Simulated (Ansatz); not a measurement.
Ga$_{4}$Sb$_{3}$P

Input file:

```
crystal:
  lattice:
    - [6.9247452326, 0.0, -0.0034835322]
    - [0.0, 4.2045903233, 0.0]
    - [-0.0037040388, 0.0, 7.2824289204]
  atoms:
    - { symbol: P, position: [-0.002592696, 0.0, 0.3315993525] }
    - { symbol: Sb, position: [0.0035033698, 0.5, 0.8335442043] }
    - { symbol: Sb, position: [0.4974860562, 0.5, 0.1762540989] }
    - { symbol: Sb, position: [0.5043383001, 0.0, 0.65930132] }
    - { symbol: Ga, position: [0.342959798, 0.0, 0.3341272866] }
    - { symbol: Ga, position: [0.3838614979, 0.5, 0.8354896466] }
    - { symbol: Ga, position: [0.8842852799, 0.5, 0.1865236214] }
    - { symbol: Ga, position: [0.886158394, 0.0, 0.6431604698] }
kpoints:
  mp_grid: { grid: [2, 4, 2] }
  band_path:
    path:
      - [0.0, 0.0, 0.0]
      - [0.0, 0.5, 0.0]
      - [0.0, 0.5, 0.5]
      - [0.0, 0.0, 0.5]
      - [-0.5, 0.0, 0.5]
      - [-0.5, 0.5, 0.5]
      - [-0.5, 0.5, 0.0]
      - [-0.5, 0.0, 0.0]
      - [0.0, 0.0, 0.1]
      - [-0.15, 0.0, 0.0]
    npoints: 1
hamiltonian:
  xc: hse06
scf:
  occupations: { method: fermi_dirac, width: 0.02 }
  n_extra_bands: 6
output:
  forces: true
  stress: true
  eigenvalues: true
  write_density: true
  write_potential: true
  elf: true
  volumetric_format: npy
```

Below, planes, directions and counts refer to the conventional cell (a = 6.92 Å, b = 4.20 Å, c = 7.28 Å, α = 90.00°, β = 90.06°, γ = 90.00°).

Space group Pm; started from the ordered alloy on wurtzite lattice prototype, which need not be the ambient phase.

Method: DFT, HSE06, plane waves, PAW (Ansatz 0.2.0).

The density is the valence pseudo-density of a PAW calculation; it isn't the true density close to the nuclei.

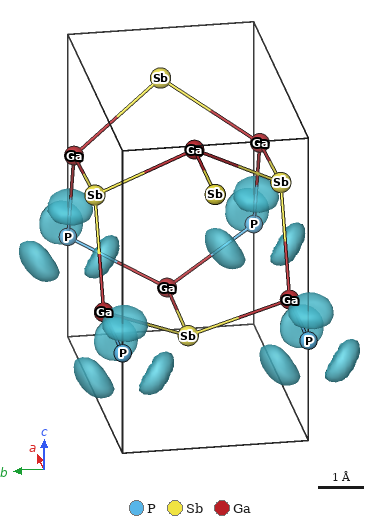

Figure 1. Isosurface of the electron localisation function at 0.85 (cyan), seen at an oblique angle. Core shells and regions of very low density are left out. Sticks mark near contacts.

**Where are the electrons localised?**

At this value the surface marks out four lobes of the valence shell of P pointing towards Ga (polar bonds), counted in one cell of 8 atoms. Regions shared between cells count once. Along the contacts the grid gives the following. Ga–P (2.39 Å): the ELF peaks at about 0.90 in the valence shell of P, 0.7 Å from its nucleus, and is about 0.80 at the midpoint. Ga–Sb (2.60 Å): the ELF peaks at about 0.75 between the atoms.

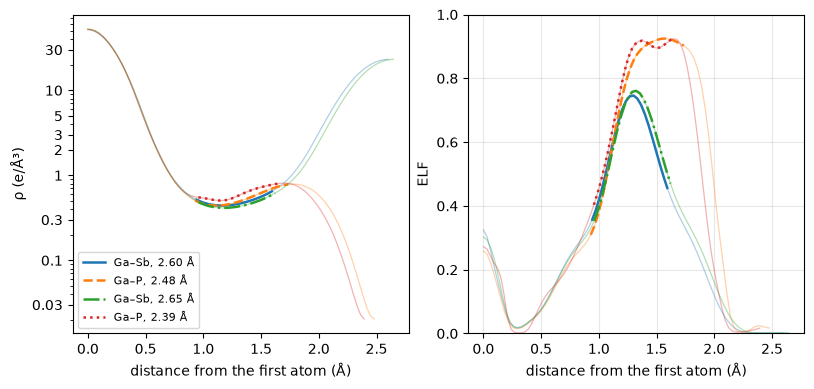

Figure 2. Valence charge density (pseudo) and ELF along straight lines between neighbouring atoms. Thin, pale parts lie inside the atomic spheres.

**What can be read from the curves?**

Ga–Sb (2.60 Å): the density is about 0.46 e/Å³ at the midpoint; the ELF peaks at about 0.75 between the atoms.
Ga–P (2.48 Å): ρ at the midpoint is about 0.46 e/Å³; the ELF peaks at about 0.90 in the valence shell of P, 0.9 Å from its nucleus, and is about 0.80 at the midpoint.
Ga–Sb (2.65 Å): ρ is about 0.43 e/Å³ halfway; the ELF peaks at about 0.75 between the atoms (a shared electron pair).
Ga–P (2.39 Å): ρ at the midpoint is about 0.51 e/Å³; the ELF peaks at about 0.90 in the valence shell of P, 0.7 Å from its nucleus, and is about 0.80 at the midpoint.
